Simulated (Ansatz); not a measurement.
## Electronic structure of B₂H₅NSi in real space

```yaml
atoms:
  - { symbol: B, position_ang: [0.1187, -0.0031, -1.0905] }
  - { symbol: N, position_ang: [0.9877, 1.0828, -0.8361] }
  - { symbol: B, position_ang: [0.6690, 0.8484, 0.4819] }
  - { symbol: Si, position_ang: [-0.7554, -0.8675, 0.6212] }
  - { symbol: H, position_ang: [1.5520, 1.7067, -1.3975] }
  - { symbol: H, position_ang: [1.0011, 1.3741, 1.5027] }
  - { symbol: H, position_ang: [-2.1881, -0.6657, 0.2495] }
  - { symbol: H, position_ang: [-0.2924, -2.2719, 0.4095] }
  - { symbol: H, position_ang: [-0.7728, -0.7418, 2.1353] }
```

These are results of RKS r2SCANh-D4/def2-SVP in Ansatz, not measurements.

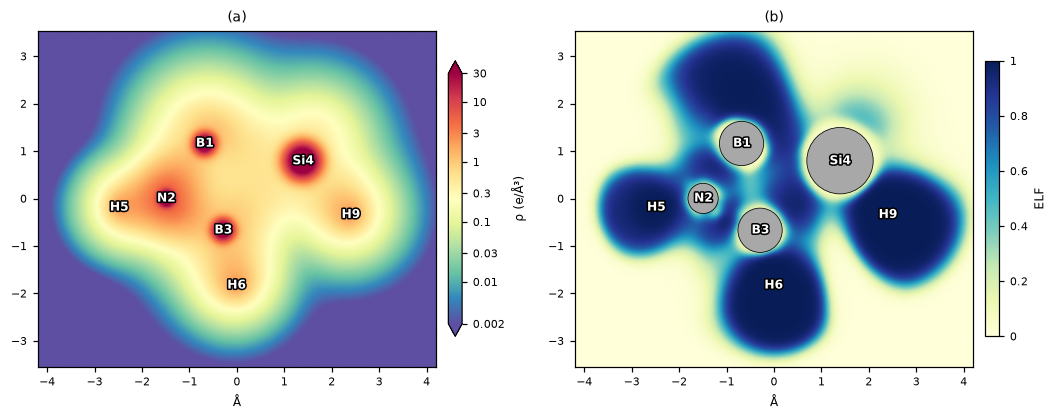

Figure 1. (a) total electron density; (b) ELF on the plane of atoms B3, B1 and Si4. Grey discs cover the atomic cores in the ELF map.

Describe what can be read from this map.

Answer.
- The section cuts through B, N, Si and H sites.
- B–N (1.38 Å): ρ is about 2 e/Å³ halfway; the ELF peaks at about 0.90 between the atoms, as expected for a shared but strongly polarised pair.
- B–B (1.87 Å): ρ at the midpoint is about 0.71 e/Å³; the ELF is about 0.45 at the midpoint.
- Si–B (2.11 Å): the density is about 0.57 e/Å³ at the midpoint; the ELF peaks at about 0.90 between the atoms: localised, covalent bonding.
- N–H (1.01 Å): ρ is about 2.8 e/Å³ halfway; the ELF climbs to about 1 towards the hydrogen, as it does in any bond to H: a covalent bond by its length.
- B–H (1.20 Å): ρ at the midpoint is about 1.2 e/Å³; the ELF climbs to about 1 towards the hydrogen: a covalent bond by its length.
- The ELF also peaks beside B1, away from the bonds: lone-pair regions.

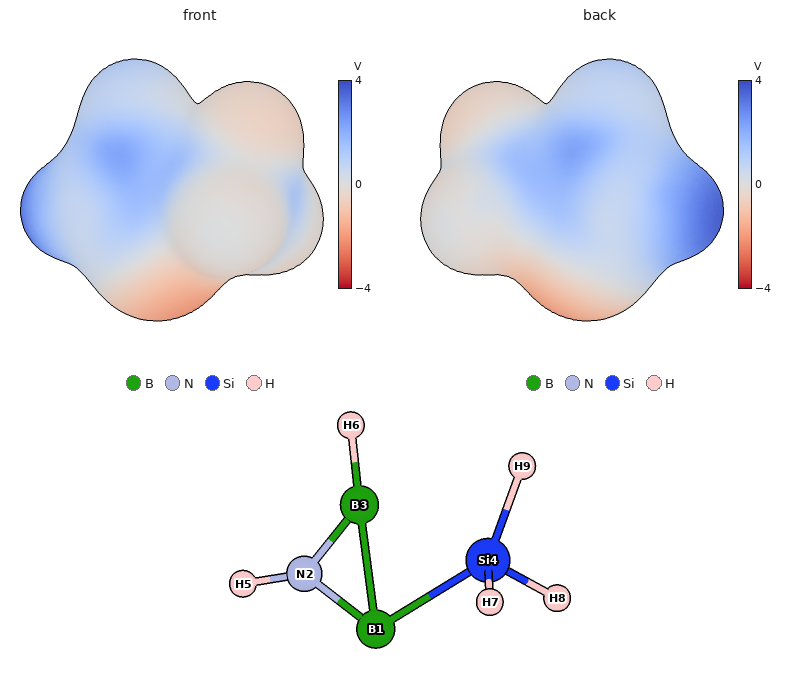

Figure 2. The molecular electrostatic potential painted on the density surface at 0.004 e/bohr³, seen from the front and from behind; the colour scale runs from red (negative) to blue (positive). The bare structure is drawn below in the same view.

Describe the electrostatic potential map.

Answer. The most negative region (about −1.9 V, or −44 kcal/mol for a unit charge) lies over H7, the most positive (about +3.4 V, or +78 kcal/mol for a unit charge) over H5.

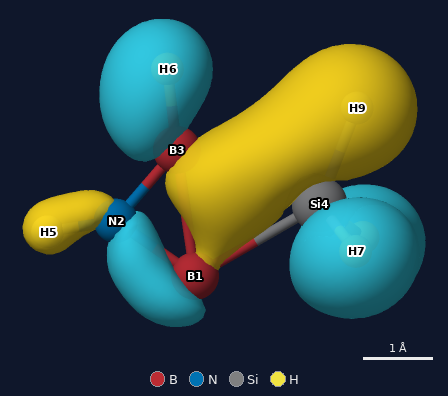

Figure 3. The HOMO−1 at ±0.1 Å⁻³ᐟ² (yellow and cyan are the two phases), seen across its widest extent.

Describe this orbital and give its energy.

Answer. It lies mainly on Si4 (about 35 %), H9 (about 15 %), B3 (about 15 %), H7 (about 10 %), H8 (about 10 %) and H6 (about 5 %). Its energy is −8.59 eV.

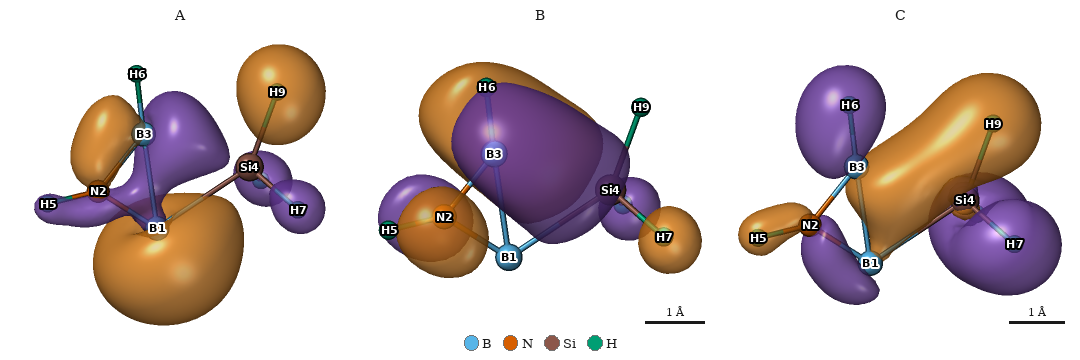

Figure 4. Three frontier orbitals at ±0.1 Å⁻³ᐟ² (orange and purple are the two phases), in no order.

Order the three orbitals by energy and name them.

Answer. C is the HOMO−1 (−8.59 eV). Its weight (Hirshfeld) is mainly on Si4 (about 35 %), H9 (about 15 %), B3 (about 15 %), H7 (about 10 %), H8 (about 10 %) and H6 (about 5 %). A is the HOMO (−5.22 eV). It lies mainly on B1 (about 55 %), Si4 (about 15 %), B3 (about 10 %) and H9 (about 10 %). B is the LUMO (−1.70 eV). It lies mainly on B3 (about 45 %), N2 (about 20 %) and Si4 (about 15 %).

What is the HOMO–LUMO gap?

Answer. 3.52 eV between the orbital energies.
